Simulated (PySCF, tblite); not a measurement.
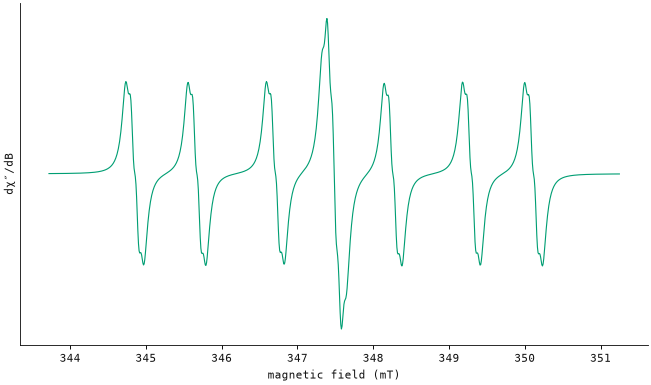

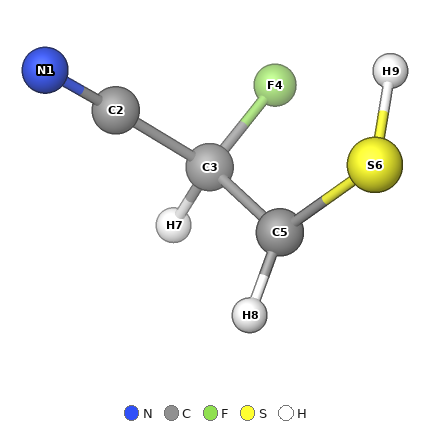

First-order isotropic EPR spectrum (fast tumbling, first derivative) of C₃H₃FNS, SMILES N#C[C@@H](F)[CH]S, doublet at 9.75 GHz, Lorentzian lines of 0.13 mT full width at half height, from computed g and hyperfine couplings (B3LYP/pcH-1, PySCF 2.14.0, at a GFN2-xTB geometry (a minimum by its frequencies), gas phase); values of one conformer, averaged over methyl-type rotors alone; other conformers aren't averaged in; no vibrational averaging; dilute isotopes left out. The SMILES is one Lewis form and needn't show where the spin sits.

**Which couplings does the calculation give? The spectrum shows the sizes of those above the line width, not their signs.**

| nuclei | isotope | a (mT) | a (MHz) |
| --- | --- | --- | --- |
| F4 | ¹⁹F | 2.59 | 72.6 |
| H8 | ¹H | −1.86 | −52.3 |
| H7 | ¹H | 0.82 | 22.9 |
| H9 | ¹H | −0.06 | −1.8 |
| N1 | ¹⁴N | 0.06 | 1.7 |

**What is the g value, and how wide is the spectrum?**

g_iso = 2.0047, which centres the spectrum at 347.5 mT; it spans 5.5 mT.

Caveats: the tight-binding geometry is rougher than a DFT one and adds to the error.
